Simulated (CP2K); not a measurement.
# PBE/TZV2P-MOLOPT-PBE-GTH (core potential) run of C2F4O (trifluoroacetyl fluoride)

What is the energy change on altering one bond length of C2F4O (trifluoroacetyl fluoride) at PBE/TZV2P-MOLOPT-PBE-GTH (core potential)? 

Program for the calculation: CP2K 2026.2.

### Step 1. The molecule

The species is C2F4O (7 atoms), meant as a singlet with charge 0. SMILES: `O=C(F)C(F)(F)F`. Geometry: relaxed at PBE0-D4/def2-TZVP.

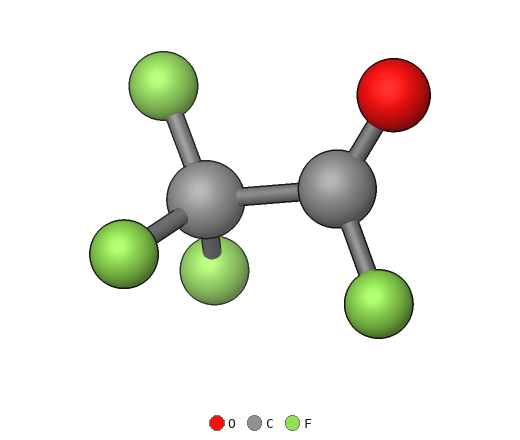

The structure, seen from a chosen angle (oxygen red, carbon grey, fluorine green).

### Step 2. The energy at PBE/TZV2P-MOLOPT-PBE-GTH (core potential)

mol.inp reads:

```
&GLOBAL
  PROJECT_NAME mol
  RUN_TYPE ENERGY
  PRINT_LEVEL MEDIUM
&END GLOBAL

&FORCE_EVAL
  METHOD QS
  &DFT
    BASIS_SET_FILE_NAME BASIS_MOLOPT_UZH
    POTENTIAL_FILE_NAME POTENTIAL_UZH
    &QS
      METHOD GPW
      EPS_DEFAULT 1.0E-10
    &END QS
    &MGRID
      CUTOFF 400
      REL_CUTOFF 50
      NGRIDS 4
    &END MGRID
    ! cluster boundary conditions
    &POISSON
      PERIODIC NONE
      POISSON_SOLVER MULTIPOLE
    &END POISSON
    ! self-consistent field
    &SCF
      SCF_GUESS ATOMIC
      EPS_SCF 1.0E-06
      MAX_SCF 50
      &OT
        MINIMIZER DIIS
        PRECONDITIONER FULL_SINGLE_INVERSE
      &END OT
      &OUTER_SCF
        EPS_SCF 1.0E-06
        MAX_SCF 10
      &END OUTER_SCF
    &END SCF
    ! exchange and correlation
    &XC
      &XC_FUNCTIONAL PBE
      &END XC_FUNCTIONAL
    &END XC
    &PRINT
      &MOMENTS
        PERIODIC F
        REFERENCE COM
        MAX_MOMENT 1
      &END MOMENTS
      &MO_CUBES
        NLUMO 5
        NHOMO -1
        WRITE_CUBE F
      &END MO_CUBES
      &HIRSHFELD OFF
      &END HIRSHFELD
    &END PRINT
  &END DFT
  &SUBSYS
    &CELL
      ABC 9.4 9.9 9.2
      PERIODIC NONE
    &END CELL
    &COORD
      UNIT bohr
      O      2.0053396    -2.6383789     1.3249626
      C      0.1681478    -1.5082093     0.8223143
      F     -2.1483162    -2.2695800     1.3981328
      C      0.0342985     1.0428454    -0.5790877
      F     -1.3188021     0.7904157    -2.6810300
      F     -1.0664291     2.7619859     0.8859603
      F      2.3257804     1.8209212    -1.1712711
    &END COORD
    &TOPOLOGY
      &CENTER_COORDINATES
      &END CENTER_COORDINATES
    &END TOPOLOGY
    &KIND O
      BASIS_SET TZV2P-MOLOPT-PBE-GTH-q6
      POTENTIAL GTH-PBE-q6
    &END KIND
    &KIND C
      BASIS_SET TZV2P-MOLOPT-PBE-GTH-q4
      POTENTIAL GTH-PBE-q4
    &END KIND
    &KIND F
      BASIS_SET TZV2P-MOLOPT-PBE-GTH-q7
      POTENTIAL GTH-PBE-q7
    &END KIND
  &END SUBSYS
&END FORCE_EVAL
```

Launch:

```sh
$ OMP_NUM_THREADS=1 cp2k.psmp -i mol.inp -o mol.out
```

The program printed, shortened:

```text
CP2K| version string:                                       CP2K version 2026.2
[...]
 GLOBAL| Method name                                                        CP2K
[...]
 GLOBAL| Run type                                                         ENERGY
[...]
 DFT| Spin restricted Kohn-Sham (RKS) calculation                            RKS
 DFT| Multiplicity                                                             1
[...]
 DFT| Charge                                                                   0
[...]
 FUNCTIONAL| PBE:
 QS| Method:                                                                 GPW
[...]
 QS| Density cutoff [a.u.]:                                                200.0
[...]
 QS| Relative density cutoff [a.u.]:                                        25.0
[...]
                             - Atoms:                                          7
[...]
                             - Spherical basis functions:                    203
[...]
 Number of electrons:                                                         42
[...]
     1 OT DIIS     0.80E-01    1.0     0.09703685      -120.2488859615 -1.20E+02
[...]
    38 OT DIIS     0.80E-01    1.0     0.00000086      -124.3649706417 -7.16E-10
  *** SCF run converged in    38 steps ***
[...]
  Overlap energy of the core charge distribution:               0.00000125475506
  Self energy of the core charge distribution:               -325.61821792718683
  Core Hamiltonian energy:                                     92.77642628289821
  Hartree energy:                                             134.10160368922627
  Exchange-correlation energy:                                -25.62478394137204
  Total energy:                                              -124.36497064167935
[...]
                     Mulliken Population Analysis
 #  Atom  Element  Kind  Atomic population                           Net charge
       1     O        1          6.545225                             -0.545225
       2     C        2          3.243903                              0.756097
       3     F        3          7.244105                             -0.244105
       4     C        2          3.179188                              0.820812
       5     F        3          7.267344                             -0.267344
       6     F        3          7.267610                             -0.267610
       7     F        3          7.252626                             -0.252626
 # Total charge                             42.000000                  0.000000
[...]
  Dipole moment [Debye]
    X= -0.5781722E+00 Y=  0.4097783E+00 Z= -0.1897462E+00  Total=      0.7336245
[...]
 HOMO - LUMO gap [eV] :    5.347123
 ENERGY| Total FORCE_EVAL ( QS ) energy [hartree]           -124.364970641679349
[...]
```

Run time: 41 s. Hardware: 1 thread of Arm Neoverse V2, shared host; peak memory 0.73 GiB.

### Step 3. The distorted shape at the same level

molecule.xyz reads:

```xyz
7

O      0.697396    -1.519693     0.795152
C     -0.274804    -0.921633     0.529162
F     -1.500624    -1.324533     0.833872
C     -0.345634     0.428327    -0.212428
F     -1.061664     0.294747    -1.324728
F     -0.928114     1.338057     0.562842
F      1.230750     0.963590    -0.619810
```

gas.inp reads:

```
&global
 project_name gas
 run_type ENERGY
 print_level MEDIUM
&end global

&force_eval
 method QS
 &dft
  basis_set_file_name BASIS_MOLOPT_UZH
  potential_file_name POTENTIAL_UZH
  charge 0
  multiplicity 1
  &qs
   method GPW
   eps_default 1.0E-10
  &end qs
  &mgrid
   cutoff 400
   rel_cutoff 50
   ngrids 4
  &end mgrid
  &poisson
   periodic NONE
   poisson_solver MULTIPOLE
  &end poisson
  &scf
   scf_guess ATOMIC
   eps_scf 1.0E-06
   max_scf 100
   added_mos 10
   &diagonalization
    algorithm STANDARD
   &end diagonalization
   &mixing
    method PULAY_MIXING
    alpha 0.3
    nbuffer 4
   &end mixing
  &end scf
  &xc
   &xc_functional PBE
   &end xc_functional
  &end xc
  &print
   &moments
    periodic F
    reference COM
    max_moment 1
   &end moments
   &mo ON
    energies T
    occupation_numbers T
    ndigits 6
    &each
     qs_scf 0
    &end each
    add_last NUMERIC
   &end mo
   &hirshfeld OFF
   &end hirshfeld
  &end print
 &end dft
 &subsys
  &cell
   abc [angstrom] 9.7 9.9 9.2
   periodic NONE
  &end cell
  &topology
   coord_file_name molecule.xyz
   coord_file_format XYZ
   &center_coordinates
   &end center_coordinates
  &end topology
  &kind O
   basis_set TZV2P-MOLOPT-PBE-GTH-q6
   potential GTH-PBE-q6
  &end kind
  &kind C
   basis_set TZV2P-MOLOPT-PBE-GTH-q4
   potential GTH-PBE-q4
  &end kind
  &kind F
   basis_set TZV2P-MOLOPT-PBE-GTH-q7
   potential GTH-PBE-q7
  &end kind
 &end subsys
&end force_eval
```

Launch:

```sh
$ OMP_NUM_THREADS=1 cp2k.psmp -i gas.inp -o gas.out
```

The program printed, shortened:

```text
CP2K| version string:                                       CP2K version 2026.2
[...]
 GLOBAL| Method name                                                        CP2K
[...]
 GLOBAL| Run type                                                         ENERGY
[...]
 DFT| Spin restricted Kohn-Sham (RKS) calculation                            RKS
 DFT| Multiplicity                                                             1
[...]
 DFT| Charge                                                                   0
[...]
 FUNCTIONAL| PBE:
 QS| Method:                                                                 GPW
[...]
 QS| Density cutoff [a.u.]:                                                200.0
[...]
 QS| Relative density cutoff [a.u.]:                                        25.0
[...]
                             - Atoms:                                          7
[...]
                             - Spherical basis functions:                    203
[...]
 Number of electrons:                                                         42
[...]
     1 NoMix/Diag. 0.30E+00    0.9     0.79049093      -124.4058656365 -1.24E+02
[...]
    29 Pulay/Diag. 0.30E+00    1.1     0.00000080      -124.3229996427  4.84E-06
  *** SCF run converged in    29 steps ***
[...]
  Overlap energy of the core charge distribution:               0.00000124894326
  Self energy of the core charge distribution:               -325.61821792718683
  Core Hamiltonian energy:                                     92.16414814288217
  Hartree energy:                                             134.58603177002587
  Exchange-correlation energy:                                -25.45496287733989
  Total energy:                                              -124.32299964267544
[...]
  Dipole moment [Debye]
    X= -0.2111718E+01 Y= -0.1288106E+00 Z=  0.2166449E+00  Total=      2.1267066
 ENERGY| Total FORCE_EVAL ( QS ) energy [hartree]           -124.322999642675441
[...]
```

It took 32 s on 1 thread of Arm Neoverse V2, shared host; peak memory 1 GiB.

### Step 4. Outcome

Level: PBE/TZV2P-MOLOPT-PBE-GTH (core potential).

| quantity | value |
| --- | --- |
| first shape: total energy | -124.36497 Eh |
| first shape: dipole moment | 0.73 D |
| first shape: HOMO energy | -8.31 eV |
| first shape: LUMO energy | -2.96 eV |
| first shape: HOMO–LUMO gap | 5.35 eV |
| distorted shape: total energy | -124.32300 Eh |
| distorted shape: dipole moment | 2.13 D |
| distorted shape: HOMO energy | -8.57 eV |
| distorted shape: LUMO energy | -3.33 eV |
| distorted shape: HOMO–LUMO gap | 5.24 eV |
| energy change with the C4–F7 bond stretched from 1.318 to 1.714 Å | 1.142 eV |

In words: With the C4–F7 bond stretched from 1.318 to 1.714 Å the energy rises by 1.14 eV (110 kJ/mol). The first shape isn't relaxed at this level, so the change isn't measured from a minimum.
